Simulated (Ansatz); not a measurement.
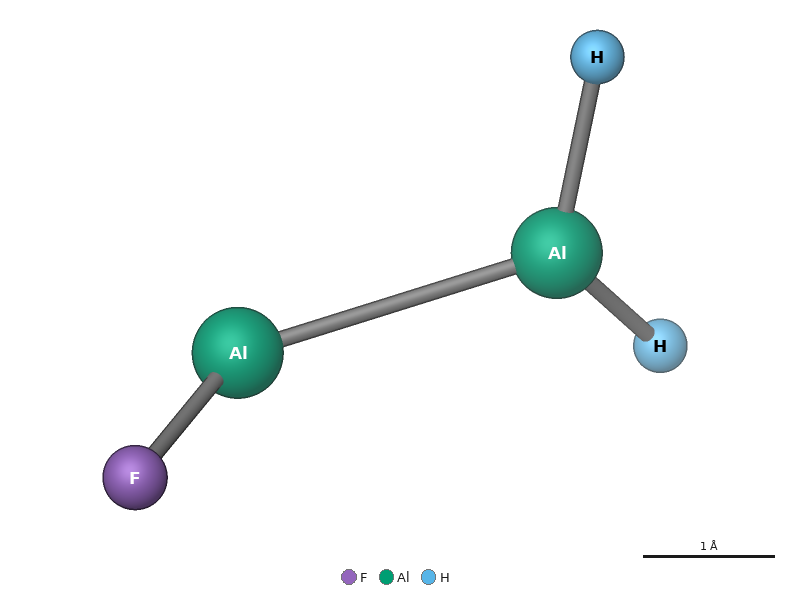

Distant atoms are faded towards the background colour. The species is neutral and a spin doublet. The geometry was computed by an optimisation with PBE0-D4/def2-TZVP. No frequency run is at hand to confirm it as a minimum. Masses are those of the most abundant isotopes; constants are for the rigid equilibrium geometry.

> Classify the rotor and give the rotational constants (MHz).

An asymmetric top (Cs): A = 38057, B = 2482, C = 2416 MHz. Ray's parameter κ is −1.00, close to the prolate limit.
